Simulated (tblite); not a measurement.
Run report: C6H14OSSi, frequency calculation

- system: C6H14OSSi
- method: GFN2-xTB harmonic vibrations, gas phase (tblite 0.8.0)

It belongs to a series of runs on one base structure; here: H on C replaced by tBu.

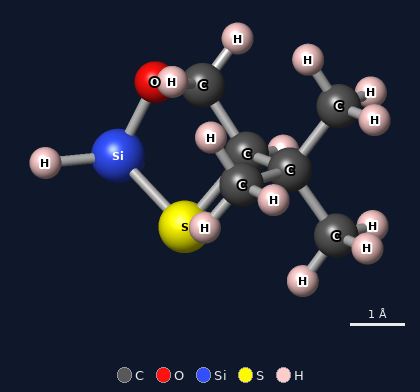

The structure as given in the input (ball-and-stick view, seen at a tilt).

Input file
```
{"job": {"kind": "ir", "xc": "GFN2-xTB", "basis": "xTB"}, "charge": 0, "multiplicity": 1}
C     -1.581612     1.542045     0.181434
C     -0.956665     0.143718     0.156170
C     -1.811113    -0.762116    -0.738641
C     -0.931825    -0.414424     1.579942
C      0.458330     0.255608    -0.437879
C      1.179104    -1.071829    -0.664634
O      2.531522    -0.860636    -0.960556
Si     3.304695     0.349458    -0.199700
S      1.566317     1.301406     0.604262
H     -2.584385     1.498854     0.599413
H     -0.979087     2.211038     0.790164
H     -1.645940     1.952195    -0.824055
H     -1.781149    -0.423350    -1.772072
H     -2.844546    -0.736453    -0.401069
H     -1.468387    -1.792986    -0.700565
H     -0.285774     0.193200     2.208157
H     -1.935033    -0.396729     1.998588
H     -0.577394    -1.442263     1.599754
H      0.395674     0.779782    -1.396974
H      0.744854    -1.601698    -1.516842
H      1.105250    -1.703785     0.226367
H      4.121589    -0.122872     0.904456
H      3.970826     1.128823    -1.225642
```

The first line tells a small driver script what to run in tblite; the rest is the geometry in Å.

Launched with:
```bash
OMP_NUM_THREADS=1 python <driver script> task.json out
```

Output
```
mode    cm-1     km/mol
  1      56.7      2.10
  2      67.6      1.99
  3     156.7      9.26
  4     178.3      0.84
  5     197.0      0.27
  6     233.8      0.34
  7     246.9      0.38
  8     266.2      0.66
  9     291.3      2.09
 10     318.7      0.45
 11     367.9      1.40
 12     405.6      5.32
 13     427.5      2.79
 14     477.3     14.04
 15     488.0      2.81
 16     522.3     20.70
 17     550.3     36.14
 18     574.6     83.55
 19     670.0    187.37
 20     693.4     69.15
 21     780.5    209.89
 22     817.1    176.11
 23     826.0     10.84
 24     957.2      9.56
 25     962.5      1.00
 26     964.9      0.16
 27     970.0      0.75
 28     988.9      2.11
 29    1027.6      5.43
 30    1041.4      1.17
 31    1070.0      5.52
 32    1114.5    119.69
 33    1180.4      6.29
 34    1203.5      5.93
 35    1239.8     19.98
 36    1252.3      9.54
 37    1266.3     26.73
 38    1298.3      4.83
 39    1334.1      6.14
 40    1404.4     10.53
 41    1406.4      9.13
 42    1428.7     10.42
 43    1474.3      0.86
 44    1488.5      0.34
 45    1492.3      0.49
 46    1495.0      2.18
 47    1506.8      6.61
 48    1509.0      2.59
 49    1514.2      4.87
 50    2343.1    318.42
 51    2372.0    164.49
 52    2920.3      5.87
 53    2934.6     52.97
 54    2958.2     26.94
 55    3026.4      2.16
 56    3029.4     31.34
 57    3032.1     23.54
 58    3032.5     18.01
 59    3038.9     47.68
 60    3040.5     54.16
 61    3045.3     51.35
 62    3048.1      5.56
 63    3051.7     41.90
```

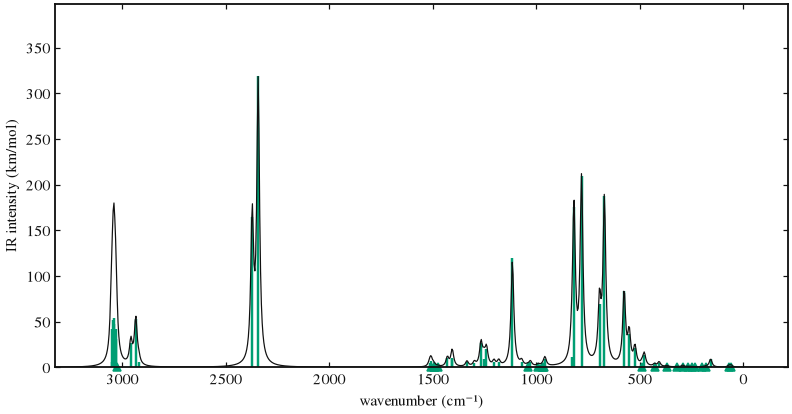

Harmonic infrared spectrum, unscaled: sticks (degenerate modes added up, dark ones marked on the axis) with a Lorentzian envelope of 16 cm⁻¹ full width, scaled to the tallest stick. 63 modes from 57 to 3052 cm⁻¹, none imaginary. The strongest line is at 2343 cm⁻¹ (318 km/mol).

Key numbers

| quantity | value |
| --- | --- |
| outcome | converged |
| total energy | −792.5148 eV |
| zero-point energy | 118.7660 kcal/mol |
| hardware | 1 CPU thread, shared host |
| wall time | 2.2 s |
| peak memory | 0.18 GiB |
